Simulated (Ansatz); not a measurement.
# BFHISi (SMILES FB1[SiH-][I+]1): what the fields show

Input file:

```
crystal:
  periodic: [false, false, false]
  atoms:
    - {symbol: B, position_ang: [-1.258722, 1.320901, -1.195832]}
    - {symbol: F, position_ang: [-2.103066, 0.363427, -1.392700]}
    - {symbol: I, position_ang: [0.082173, 1.281215, 0.679611]}
    - {symbol: Si, position_ang: [-0.368788, 3.049660, -1.472620]}
    - {symbol: H, position_ang: [0.641666, 2.225275, -2.282756]}
basis:
  gaussian: {orbitals: def2-TZVPD}
hamiltonian: {xc: pbe0}
output: {forces: true, orbitals: {seedname: orbitals}}
```

Run with:

```sh
ansatz run input.yaml --threads 1 --pin off --max-ram 2610MiB --events-out events.jsonl --progress --plain --runs-dir runs
```

Geometry: PBE0-D3(BJ)/def2-SVP; core potentials replace the inner electrons of I.

Level of theory: isolated molecule in a Gaussian basis; Kohn-Sham density functional theory, functional PBE0 (Ansatz).

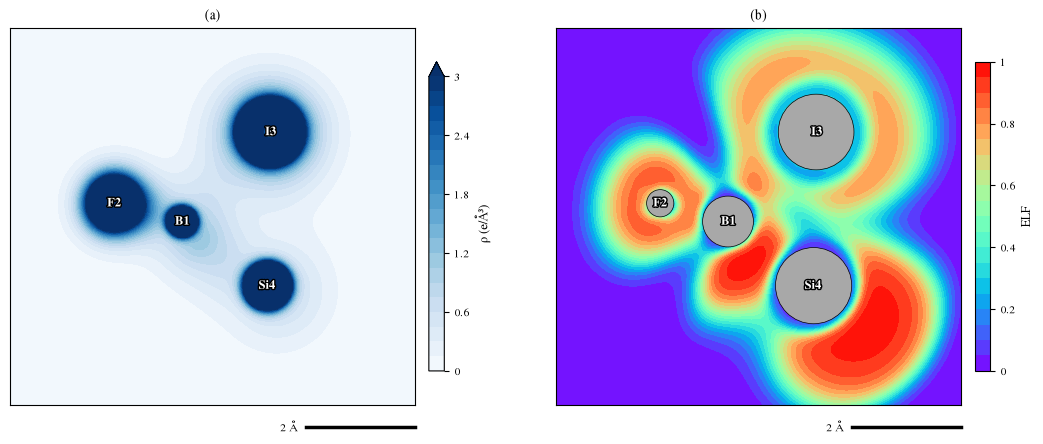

Figure 1. (a) electron density; (b) ELF on the plane of atoms B1, I3 and Si4. Grey discs cover the atomic cores in the ELF map.

Q: Read the bonding off the picture.

A:
- Atoms in the plane: B, F, I and Si.
- B–F (1.29 Å): the density is about 2.4 e/Å³ at the midpoint; the ELF peaks at about 0.85 between the atoms (a short, strongly polar bond).
- Si–B (1.96 Å): ρ at the midpoint is about 0.77 e/Å³; the ELF peaks at about 0.95 between the atoms, as expected for localised, covalent bonding.
- B–I (2.31 Å): the density is about 0.64 e/Å³ at the midpoint, with its minimum of 0.56 e/Å³ about 0.9 Å from B; the ELF peaks at about 0.80 between the atoms, as expected for a shared electron pair.
- Si–I (2.82 Å): the density is about 0.32 e/Å³ at the midpoint, with its minimum of 0.27 e/Å³ about 1.1 Å from Si; the ELF peaks at about 0.60 between the atoms.
- The ELF also peaks beside Si4, F2 and I3, away from the bonds: lone-pair regions.

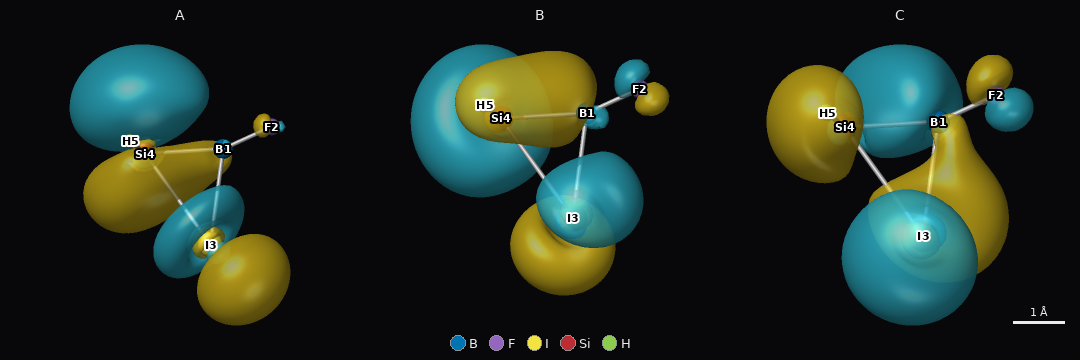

Figure 2. Three frontier orbitals at ±0.08 Å⁻³ᐟ² (yellow and cyan are the two phases), in no order.

Q: Order the three orbitals by energy and name them.

A: C is the HOMO−1 (−7.78 eV). It lies mainly on I3 (about 50 %), Si4 (about 20 %), B1 (about 15 %) and H5 (about 10 %). B is the HOMO (−6.87 eV). By Hirshfeld shares it lies mainly on Si4 (about 55 %), I3 (about 25 %) and B1 (about 10 %). A is the LUMO (−2.09 eV). Its weight (Hirshfeld) is mainly on Si4 (about 65 %), I3 (about 25 %) and B1 (about 5 %).

Q: What is the HOMO–LUMO gap?

A: 4.78 eV between the orbital energies.

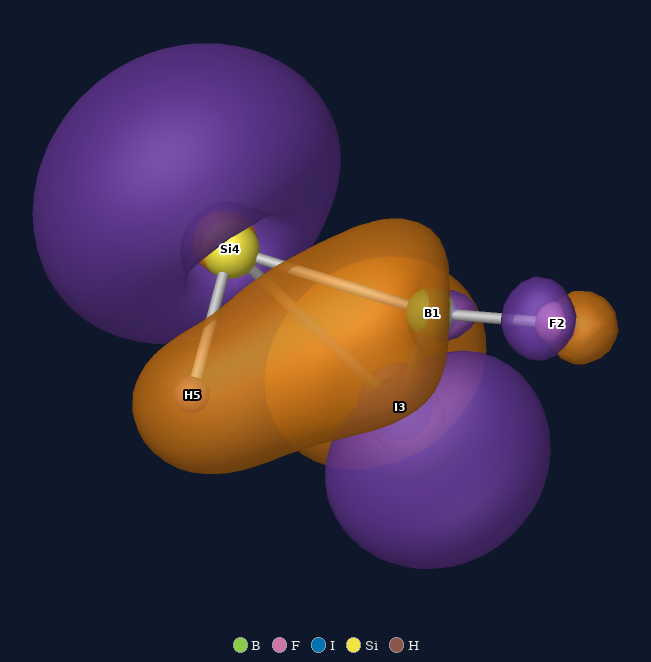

Figure 3. One frontier orbital at ±0.1 Å⁻³ᐟ² (orange and purple are the two phases), seen from one side.

Q: Which orbital is it: HOMO or LUMO?

A: The HOMO, at −6.87 eV. By Hirshfeld shares it lies mainly on Si4 (about 55 %), I3 (about 25 %) and B1 (about 10 %).
